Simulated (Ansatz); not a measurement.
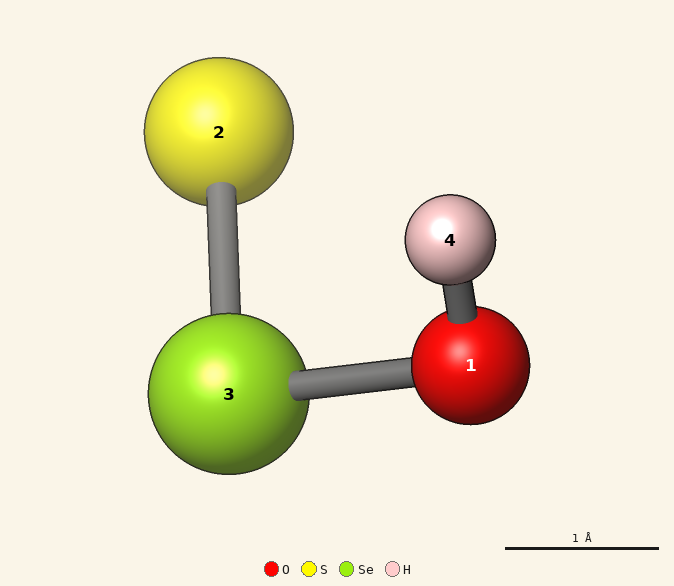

Orthographic view. Atoms fade into the background with distance from the viewer. Charge −1, singlet. The geometry was computed by an optimisation with PBE0-D4/def2-TZVPD. No frequency run is at hand to confirm it as a minimum.

Give the distance matrix in Å.

| atom | O1 | S2 | Se3 | H4 |
| --- | --- | --- | --- | --- |
| O1 | 0.00 |  |  |  |
| S2 | 3.19 | 0.00 |  |  |
| Se3 | 1.87 | 2.14 | 0.00 |  |
| H4 | 0.96 | 3.21 | 2.29 | 0.00 |
